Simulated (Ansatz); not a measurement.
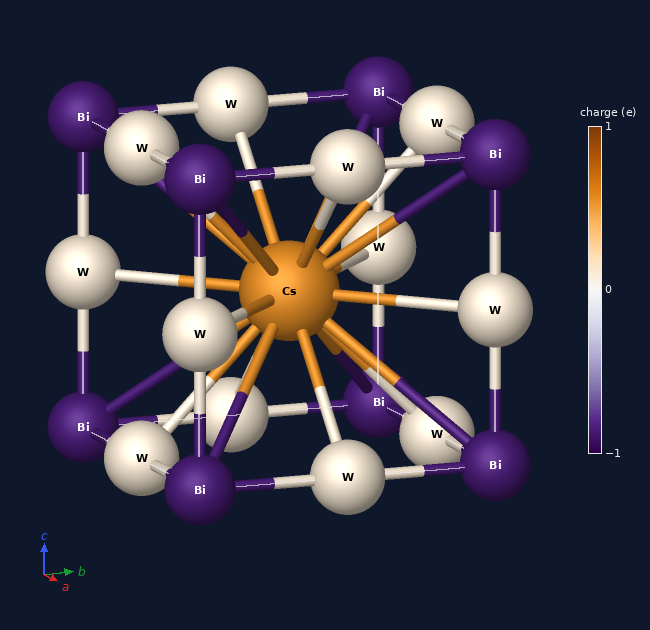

Crystal structure, ball-and-stick style, seen slightly off an axis. The simulation cell is drawn as a box. The atoms of this CsBiW3 cell are coloured by their Bader charge.

Theory: Ansatz, DFT, PAW plane waves, PBE. Numerical settings: an energy cutoff of 420 eV, a 5×5×5 grid in reciprocal space, Fermi-Dirac smearing of 0.1 eV, spinor wavefunctions. The state is non-collinear with no net moment.

Describe the charge distribution among the elements.

Most positive: Cs; most negative: Bi. Charges: about Cs +0.6 e; Bi -0.8 e; W +0.1 e.

The model was built from a generated cell, made by putting these elements into a known structure type (the compound may or may not exist in this form). Atoms and cell were optimised with Ansatz 0.2.0, DFT, PAW plane waves, PBE.
